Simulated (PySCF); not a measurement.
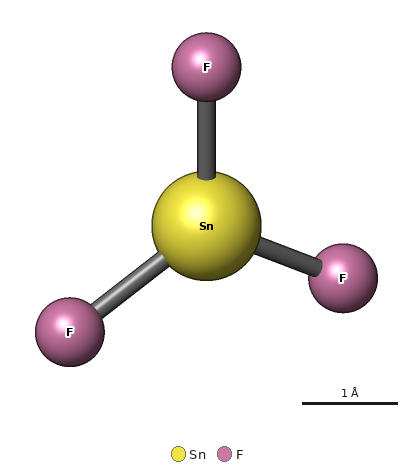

Figure 1. The structure (ball-and-stick view, seen at a tilt). Sticks mark near contacts.

**Frequency calculation, with input and output: SnF₃ (charge +1)**

The run: frequency calculation of SnF₃, charge +1. Method and program: RKS-based PBE0, Sn def2-TZVP with ECP28, F def2-TZVP; non-relativistic Hamiltonian with a scalar-relativistic core potential; density fitting (PySCF 2.14.0).

### The program's output
```
init E= -513.383476231543
  HOMO = -0.697093810003016  LUMO = -0.419954637841613  gap/eV = 7.54134
cycle= 1 E= -513.383476231522  delta_E= 2.14e-11  |g|= 1.5e-05  |ddm|= 1.78e-05
  HOMO = -0.697097179494109  LUMO = -0.419955343201234  gap/eV = 7.54141
cycle= 2 E= -513.383476231445  delta_E= 7.69e-11  |g|= 2.7e-05  |ddm|= 3.16e-05
  HOMO = -0.697094975467107  LUMO = -0.419954878988115  gap/eV = 7.54137
cycle= 3 E= -513.383476231553  delta_E= -1.08e-10  |g|= 8.15e-07  |ddm|= 2.02e-05
  HOMO = -0.697094994948655  LUMO = -0.419954879514354  gap/eV = 7.54137
cycle= 4 E= -513.383476231554  delta_E= -7.96e-13  |g|= 5.11e-08  |ddm|= 4.91e-07
  HOMO = -0.697094997347353  LUMO = -0.419954884714748  gap/eV = 7.54137
Extra cycle  E= -513.383476231553  delta_E= 1.14e-12  |g|= 6.67e-08  |ddm|= 7.59e-08
converged SCF energy = -513.383476231553
```

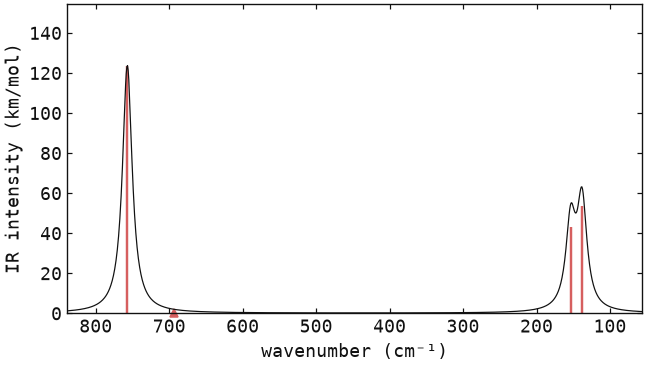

Figure 2. Harmonic infrared spectrum, unscaled: sticks (degenerate modes added up, dark ones marked on the axis) with a Lorentzian envelope of 16 cm⁻¹ full width, scaled to the tallest stick. 6 modes from 138 to 757 cm⁻¹, none imaginary. The strongest line is at 757 cm⁻¹ (124 km/mol). All modes, in cm⁻¹ (km/mol): 138 (27), 138 (27), 153 (43), 694 (0.0), 757 (62), 757 (62).

The run was set up as follows.

### Input
```python
from pyscf import gto, scf, dft
mol = gto.M(atom='''
Sn     0.000000    -0.000000     0.000000
F      1.837471     0.000000     0.000000
F     -0.918736     1.591297    -0.000000
F     -0.918736    -1.591297    -0.000000''',
    basis={'Sn': 'def2-TZVP', 'F': 'def2-TZVP'},
    ecp={'Sn': 'def2-TZVP'},
    charge=1, spin=0)
mf = dft.RKS(mol, xc='PBE0')
mf.grids.atom_grid = (75, 302)
aux = {'Sn': 'def2-universal-JKFIT', 'F': 'def2-universal-JKFIT'}
mf = mf.density_fit(auxbasis=aux)
mf.conv_tol = 1e-09
mf.diis_space = 10
mf.max_cycle = 60
mf.verbose = 4
mf.kernel()
```

The script is an equivalent of the set-up of the self-consistent field. The run itself was carried out by a driver, which started from the orbitals of the step before it where there was one and computed the further properties.

Launch command:
```bash
OMP_NUM_THREADS=4 python axn.py task.json out
```

### Key numbers

| quantity | value |
| --- | --- |
| outcome | converged |
| total energy | −513.383476 hartree |
| HOMO | −18.97 eV |
| LUMO | −11.43 eV |
| zero-point energy | 0.006009 hartree |
| wavenumbers, lowest and highest | 138 and 757 cm⁻¹ |
| hardware | 4 threads of Arm Neoverse V2, 24 GiB of memory available, shared host |
| wall time | 20 s (CPU time 65 s) |
| peak memory | 1.5 GiB |
